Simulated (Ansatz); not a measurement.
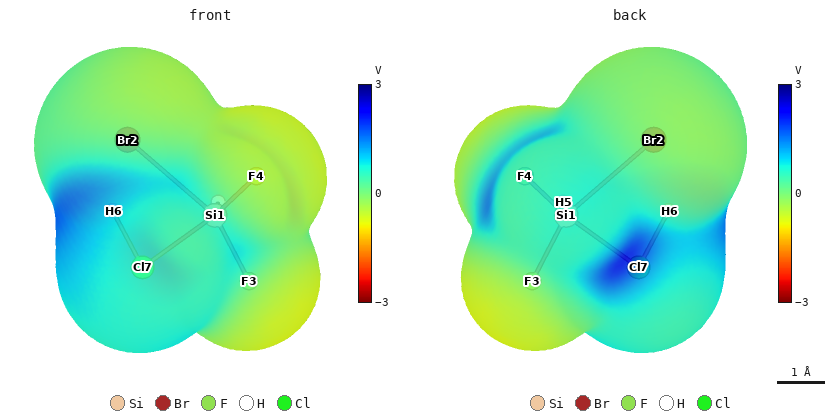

Figure. BrClF2H2Si. The electrostatic potential painted on the density surface at 0.002 e/bohr³, seen from the front and from behind; red is negative and blue positive.

A transition-state structure; geometry: PBE0-D4/def2-TZVP.

Level of theory: RKS PBE0-D4/def2-TZVPP (Ansatz).

```yaml
atoms:
  - { symbol: Si, position_ang: [-0.5237, -0.0481, -0.3813] }
  - { symbol: Br, position_ang: [0.6044, -1.4626, 1.3427] }
  - { symbol: F, position_ang: [-0.6614, 0.9947, -1.5873] }
  - { symbol: F, position_ang: [-1.6147, 0.4628, 0.6377] }
  - { symbol: H, position_ang: [-0.7791, -1.2827, -1.1302] }
  - { symbol: H, position_ang: [1.5462, 0.1245, 1.0031] }
  - { symbol: Cl, position_ang: [1.4282, 1.2115, 0.1154] }
```

Question: Where is the surface potential most negative and most positive?

Answer: The most negative region (about −0.7 V, or −16 kcal/mol for a unit charge) lies over F3, the most positive (about +2.0 V, or +46 kcal/mol for a unit charge) over Si1.
